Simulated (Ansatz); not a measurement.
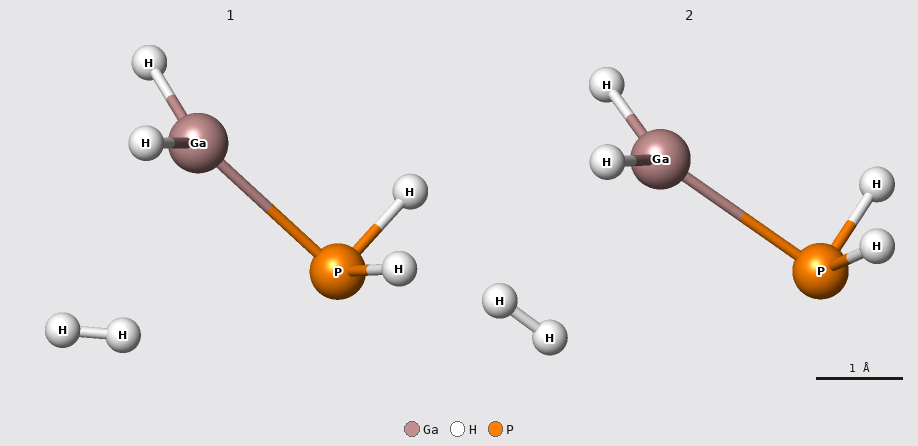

Two geometries of GaPH₆, drawn at one scale. One is the start of a relaxation, the other its converged end. Style: ball-and-stick. Shown face on.

Level of theory: Ansatz, RKS B3LYP-D4/def2-SVP. Settings: no spin polarisation; force threshold 0.03 eV/Å; at most 50 steps.

**Which geometry has the lower energy?**

Structure 2 is the relaxed one. The run prepares an end point of a later path (reaction) calculation, from a guessed geometry. The atom that moves furthest after the best rigid fit is an H atom (0.43 Å). Largest moves by element: H 0.43 Å, P 0.29 Å, Ga 0.19 Å. Some distances before and after: H–H 0.720 → 0.763 Å, Ga–P 2.302 → 2.342 Å. Among the angles between lasting bonds that change: Ga–P–H 97.3° → 94.6°. The energy falls by 13.0 kJ/mol in 7 accepted moves (8 points after the start). The largest force component goes from 1.8 to 0.023 eV/Å. The line search rejected the trial step at point 3 of the run.

Limits of the set-up: the start holds two separate molecules, 2.5 Å apart at their closest, whose relative position is a soft coordinate.
